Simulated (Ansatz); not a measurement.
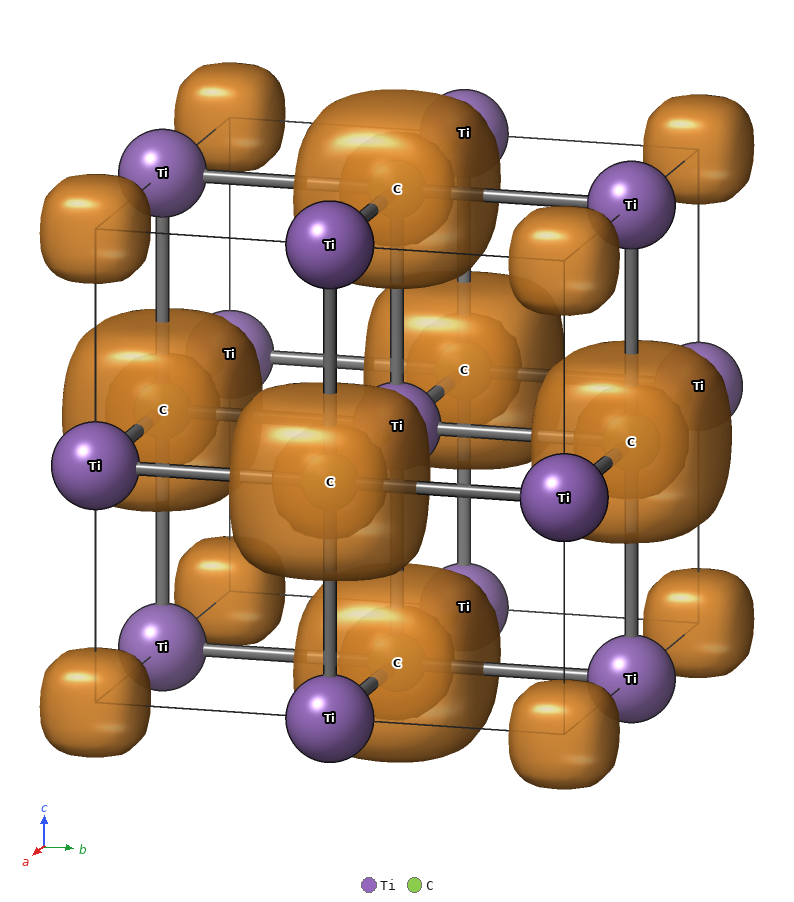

Figure 1: Ti$_{4}$C$_{3}$. Isosurface of the ELF at 0.7 (orange), seen slightly off an axis. Only the valence region is drawn (cores and ρ < 0.01 e/Å³ removed). Sticks mark near contacts.

Space group Pm-3m; a structure generated by program, which may or may not match a known phase; computed without spin polarisation.

The calculation used DFT PBE, scalar-relativistic, plane waves, PAW in Ansatz 0.2.0.

What do the ELF domains correspond to?

The surface consists of three regions wrapped around C (the valence shell of each) and one pocket between the atoms, centred on no nucleus (multi-centre or interstitial), counted in one cell of 7 atoms. Regions shared between cells count once. Profiles from the grid: Ti–C (2.16 Å): the ELF peaks at about 0.80 in the valence shell of C, 0.7 Å from its nucleus, and is about 0.25 at the midpoint.
